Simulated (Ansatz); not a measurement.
**One shape, several levels: BH3Cl− (SMILES [BH3-]Cl)**

We compute a comparison of 6 runs (UHF/STO-3G, PBE/STO-3G, r2SCAN0/STO-3G, MP2/STO-3G, BCCD(T)/STO-3G, CCSD(T)/STO-3G) of BH3Cl−. 

The calculation is run with Ansatz 0.2.0.

3 further runs of the same task are left out: 3 that didn't finish.

### 1 The system as given

BH3Cl− has 5 atoms, charge -1, and is taken as a singlet. As SMILES, `[BH3-]Cl`. The H5–B1 distance was set to 2.416 Å, away from the relaxed value. At this shape a bond of the SMILES string is far longer than usual.

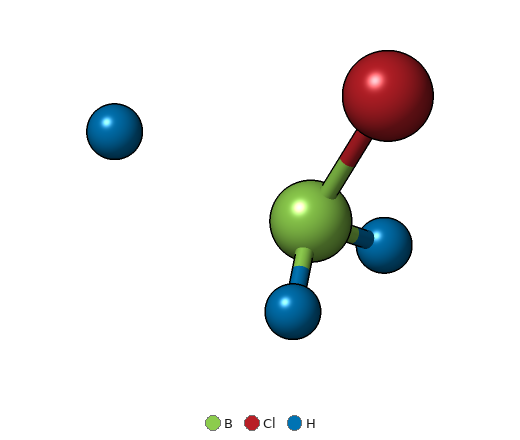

Viewed from a chosen angle; boron green, chlorine red, hydrogen blue.

### 2 A single-point energy at UHF/STO-3G (run 1)

input.yaml

```yaml
crystal:
  periodic: [false, false, false]
  atoms:
    - symbol: B
      position_ang: [0.164277, -0.953095, -0.659499]
    - symbol: Cl
      position_ang: [-0.763973, -0.408775, -2.192399]
    - symbol: H
      position_ang: [1.304967, -1.159845, -0.998499]
    - symbol: H
      position_ang: [-0.378213, -1.956575, -0.262699]
    - symbol: H
      position_ang: [0.000500, 0.857390, 0.931390]
basis:
  gaussian:
    orbitals: STO-3G
total_charge: -1
magnetization:
  spin_polarized: true
hamiltonian:
  xc: hf
accuracy: high
```

The run is started by

```bash
ansatz run input.yaml --threads 1 --pin off --max-ram 2610MiB --events-out events.jsonl --progress --plain --runs-dir runs
```

Log:

```text
Warning: RAYON_NUM_THREADS=1 ignored (pool sized by the plan → 1); use --threads N
Functional definition: HF
  name "HF"
  exchange = exact_x
  correlation = 0
281 factors; integrals over basis functions are off by at most 5.9e-9 eV
mean field evaluation 1: about -13069.4892 eV, gradient 1.4e1 eV
mean field evaluation 2: about -13069.5276 eV, gradient 1.4e1 eV
mean field evaluation 4: about -13072.7785 eV, gradient 1.2e0 eV
mean field evaluation 8: about -13072.7909 eV, gradient 3.9e-5 eV
mean field evaluation 16: about -13074.2716 eV, gradient 1.7e-4 eV
mean field evaluation 32: about -13074.2536 eV, gradient 1.6e-8 eV
mean field -13074.25363247 eV, -480.4699589461 hartree, gradient 1.7e-8 eV, S^2 0.808236; 4 other end points of the search recorded, 0 dependent functions left out
reference -13074.25363247 eV, -480.4699589461 hartree; 13, 13 occupied and 4, 4 virtual orbitals, 281 factors
Total energy: -13074.25363247 eV, -480.4699589461 hartree
```

It took 0.14 s on 1 thread of Arm Neoverse V1, shared host.

### 3 A single-point energy at PBE/STO-3G (run 2)

molecule.yaml

```yaml
basis:
  gaussian:
    orbitals: STO-3G
crystal:
  periodic: [false, false, false]
  atoms:
    - {symbol: B, position_ang: [0.164277, -0.953095, -0.659499]}
    - {symbol: Cl, position_ang: [-0.763973, -0.408775, -2.192399]}
    - {symbol: H, position_ang: [1.304967, -1.159845, -0.998499]}
    - {symbol: H, position_ang: [-0.378213, -1.956575, -0.262699]}
    - {symbol: H, position_ang: [0.000500, 0.857390, 0.931390]}
total_charge: -1
accuracy: high
hamiltonian:
  xc: {name: PBE}
```

The run is started by

```bash
ansatz run molecule.yaml --threads 1 --pin off --max-ram 2610MiB --events-out events.jsonl --progress --plain --runs-dir runs
```

Log:

```text
Warning: RAYON_NUM_THREADS=1 ignored (pool sized by the plan → 1); use --threads N
Functional definition: PBE
  name "PBE"
  parameter kappa = 0.804
  parameter beta = 0.06672455060314922
  exchange = pbe_x(kappa = kappa, mu = beta*pi^2/3)
  correlation = pbe_c(beta = beta)
281 factors; integrals over basis functions are off by at most 5.9e-9 eV
mean field evaluation 1: about -13086.4868 eV, gradient 2.1e1 eV
mean field evaluation 2: about -13069.4332 eV, gradient 4.3e1 eV
mean field evaluation 4: about -13090.5012 eV, gradient 8.3e0 eV
mean field evaluation 8: about -13090.7601 eV, gradient 4.1e0 eV
mean field evaluation 16: about -13090.8589 eV, gradient 2.3e-8 eV
mean field -13090.85885108 eV, -481.0801894742 hartree, gradient 2.2e-8 eV, S^2 0.000000; 0 other end points of the search recorded, 0 dependent functions left out
reference -13090.85885284 eV, -481.0801895389 hartree; 13, 13 occupied and 4, 4 virtual orbitals, 281 factors
Total energy: -13090.85885284 eV, -481.0801895389 hartree
```

Run time: 1 s. Hardware: 1 thread of Arm Neoverse V1, shared host.

Runs 3 to 5 aren't shown in full; the table further down has their settings and results.

### 4 The energy at CCSD(T)/STO-3G (run 6)

job.yaml

```yaml
crystal:
  periodic: [false, false, false]
  atoms:
    - {symbol: B, position_ang: [0.164277, -0.953095, -0.659499]}
    - {symbol: Cl, position_ang: [-0.763973, -0.408775, -2.192399]}
    - {symbol: H, position_ang: [1.304967, -1.159845, -0.998499]}
    - {symbol: H, position_ang: [-0.378213, -1.956575, -0.262699]}
    - {symbol: H, position_ang: [0.000500, 0.857390, 0.931390]}
basis:
  gaussian:
    orbitals: STO-3G
total_charge: -1
correlation:
  method: ccsd_t
  frozen_orbitals: {B: 1, Cl: 5, H: 0}
accuracy: high
scf:
  omitted_lower_state_checks: [cluster_reference, increment]
```

The run is started by

```bash
ansatz run job.yaml --threads 1 --pin off --max-ram 2610MiB --events-out events.jsonl --progress --plain --runs-dir runs
```

Log, cut to the lines that bear on the results:

```text
Warning: RAYON_NUM_THREADS=1 ignored (pool sized by the plan → 1); use --threads N
Functional definition: HF
  name "HF"
[...]
281 factors; integrals over basis functions are off by at most 5.9e-9 eV
[...]
mean field -13072.79094211 eV, -480.4162060668 hartree, gradient 2.3e-8 eV, S^2 0.000000; 0 other end points of the search recorded, 0 dependent functions left out; unrestricted orbitals would lower it
6 core orbitals not correlated: weight in the atoms' cores, before any rotation towards them, 1.000 or more for the frozen orbitals, at most 0.000 for the correlated occupied ones
reference -13072.79094211 eV, -480.4162060668 hartree; 7, 7 occupied and 4, 4 virtual orbitals, 281 factors
second order -2.19340046 eV of doubles, -0.00000000 eV of singles
cycle   1  -2.51272629 eV  change   -6.1e-1 eV  update   1.2e-1
[...]
cycle  22  -3.37892854 eV  change  -1.9e-10 eV  update  3.6e-11
perturbative correction -0.08998537 eV, -0.0033069015 hartree
WARN: these amplitudes may be one of several solutions (largest doubles amplitude 0.41, level shift 2.60 eV)
Total energy: -13076.25985603 eV, -480.5436863018 hartree
Checks for a lower state left out: cluster_reference, increment
```

Run time: 0.12 s. Hardware: 1 thread of Arm Neoverse V1, shared host.

### 5 All runs side by side

```
run           level  frozen core orbitals  energy (Eh)  wall time
  1      UHF/STO-3G                     –  -480.469959     0.14 s
  2      PBE/STO-3G                     –  -481.080190        1 s
  3  r2SCAN0/STO-3G                     –  -481.302320        2 s
  4      MP2/STO-3G                     6  -480.496812      0.1 s
  5  BCCD(T)/STO-3G                     6  -480.542825     0.14 s
  6  CCSD(T)/STO-3G                     6  -480.543686     0.12 s
```

### 6 Outcome

| quantity | value |
| --- | --- |
| run 6: total energy | -480.54369 Eh |
| run 6: correlation energy (6 core orbitals frozen) | -127.5 mEh |
| run 6: (T) correction | -3.31 mEh |
| run 6: T1 diagnostic | 0.047 |

In words: Below the UHF energy at the same shape and in the same basis (STO-3G): MP2 -26.9 mEh; BCCD(T) -72.9 mEh; CCSD(T) -73.7 mEh. Some of these start from another determinant than that one, so these aren't their correlation energies. Totals of different functionals can't be ranked against each other. In run 6 the T1 diagnostic is large, so a single reference may not serve. In runs 4, 5, 6 the log says that unrestricted orbitals would lower the reference, so the values rest on an unstable closed-shell determinant (other closed-shell runs at this shape may share the fault). In runs 1, 2, 3, 4, 5, 6 the basis is minimal, so the values are rough. Spin contamination of the reference: run 1 ⟨S²⟩ = 0.81. Where it is this large, the reference is a mixture of spin states, and values that rest on it are in doubt. All runs together took 3.5 s, the longest 2 s.
